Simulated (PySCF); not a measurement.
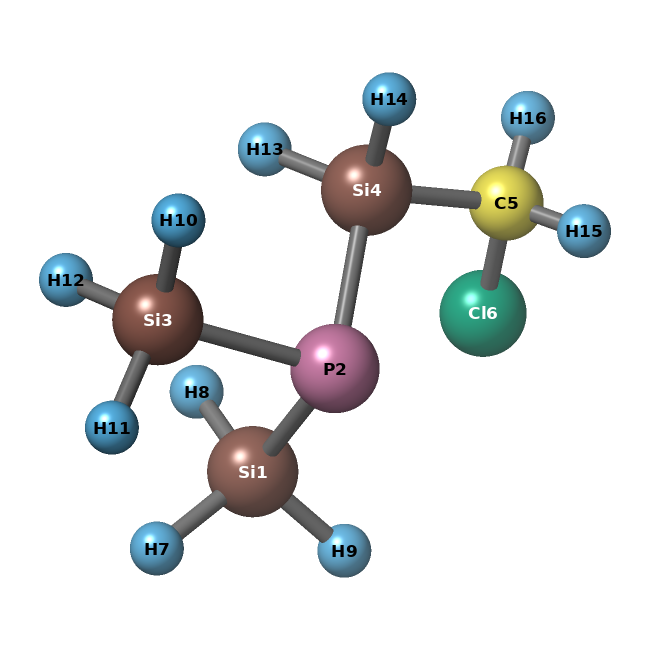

Computed geometry: PBE0-D3(BJ)/def2-SVP optimisation. No frequency run is at hand to confirm it as a minimum. Electric field gradients from the ground-state density, PBE0/pcSseg-1 in cyclohexane (IEF-PCM) (PySCF 2.14.0), non-relativistic apart from any core potentials.

Give the largest field-gradient component, the quadrupole coupling constant and the asymmetry for 35Cl at Cl6 (Q = −81.7 mb), 2H at H7 (Q = 2.86 mb), 2H at H8 (Q = 2.86 mb).

```csv
atom,V_zz (a.u.),e²qQ/h (MHz),η
Cl6,3.997,−76.7,0.04
H7,0.137,0.092,0.03
H8,0.141,0.095,0.03
```
